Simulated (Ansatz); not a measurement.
```xyz
7

C     0.1377    0.5088    0.2346
C    -1.1197    0.9278    0.0075
Sb   -3.7448   -0.8738   -2.5936
Si   -2.2875    0.1017   -1.1694
H     0.5633   -0.3645   -0.2699
H     0.7912    1.0317    0.9415
H    -1.4951    1.8103    0.5416
```

Geometry: B3LYP-D3(BJ)/def2-SVP; core potentials replace the inner electrons of Sb.

Level of theory: isolated molecule in a Gaussian basis; Kohn-Sham density functional theory, functional PBE0 in Ansatz 0.2.0.

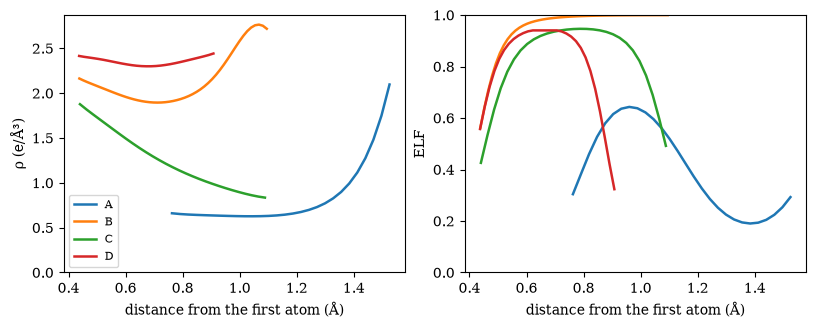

C$_{2}$H$_{3}$SbSi (SMILES C=C[Si]#[Sb]). Electron density and electron localisation function along straight lines between neighbouring atoms. The curves leave out the atomic cores.

Q: Which curve belongs to which contact (C–C, C–H, C–Si and Si–Sb)? The first atom named is at distance zero.

A: Curve A: Si–Sb (2.26 Å): ρ is about 0.64 e/Å³ halfway; the ELF peaks at about 0.65 in the valence shell of Si, 1.0 Å from its nucleus, and drops to about 0.20 between the two atoms. Curve B: C–H (1.09 Å): ρ at the midpoint is about 2 e/Å³; the ELF climbs to about 1 towards the hydrogen, as it does in any bond to H (an ordinary covalent bond to hydrogen). Curve C: C–Si (1.85 Å): ρ is about 0.97 e/Å³ halfway; the ELF peaks at about 0.95 between the atoms: a shared electron pair. Curve D: C–C (1.34 Å): ρ at the midpoint is about 2.3 e/Å³; the ELF peaks at about 0.95 between the atoms; a short, multiple covalent bond.
